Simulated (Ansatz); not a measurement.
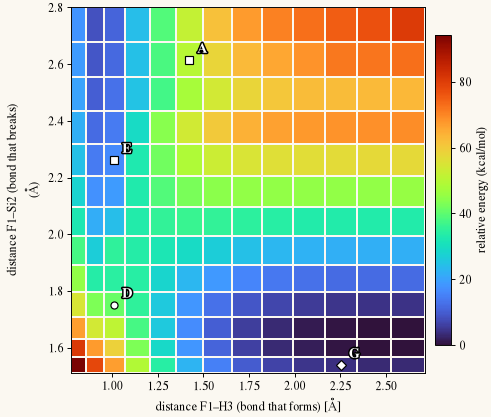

The reacting system FH4Si (fragments FH₃Si + H where the first distance is long, FH + H₃Si where the second is long), spin multiplicity 2. 
- Coordinates scanned: (1) distance F1–H3 (bond that forms); (2) distance F1–Si2 (bond that breaks).
- Relaxed at each point: all other coordinates.
- The scan uses a 13 × 13 grid.
- Points are written as (first, second).
- Energies are in kcal/mol, from the lowest grid point.
- Energies and slopes of some neighbouring points disagree (a jump in structure or state, or too coarse a mesh).
- The calculation used UKS r2SCAN-D4/def2-SVP (Ansatz 0.2.0).

The picture shows one coloured cell a grid point, lettered points.

> Is G the lowest point of the computed grid?

No. G lies 3.7 kcal/mol above the lowest grid point, which is at (2.619 Å, 1.593 Å).

> Rank the lettered points by energy, lowest first.

G (3.7 kcal/mol), E (16 kcal/mol), D (41 kcal/mol), A (50 kcal/mol).
